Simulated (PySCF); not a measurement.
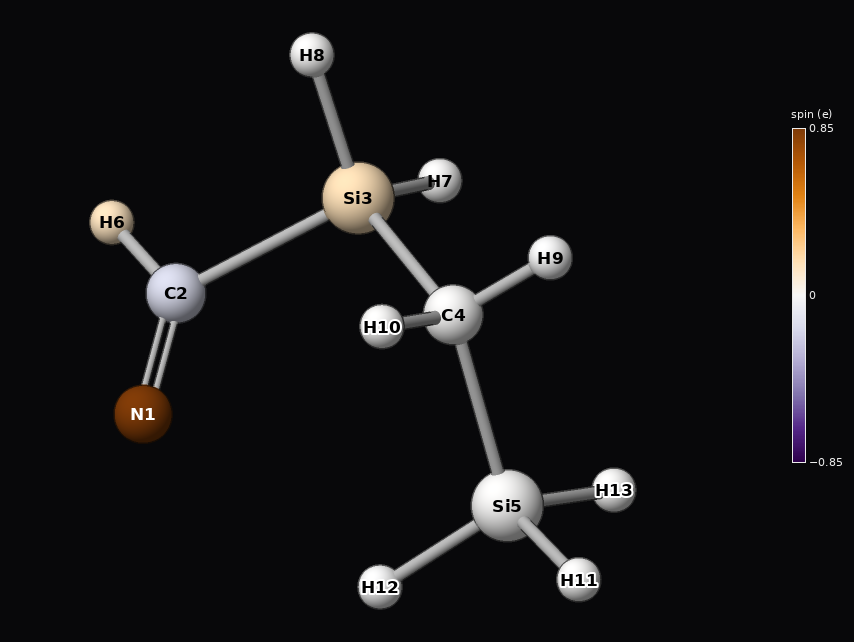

Atoms are coloured by their Mulliken spin populations. State: neutral, doublet. The computed structure is the end point of a GFN2-xTB optimisation. No frequency run is at hand to confirm it as a minimum. Properties computed with UKS B3LYP, pcH-1 on C H N Si, non-relativistic (PySCF 2.14.0).

Give the Mulliken spin populations atom by atom.

```tsv
atom	value (e)
N1	0.85
C2	−0.17
Si3	0.16
C4	0.00
Si5	0.00
H6	0.14
H7	0.00
H8	0.01
H9	0.00
H10	0.00
H11	0.00
H12	0.00
H13	0.00
```

Mulliken values depend strongly on the basis set. The geometry is semi-empirical. Around Si such bond lengths and angles can be off by a tenth of an ångström or more and by several degrees, and values that hang on the shape move with them.
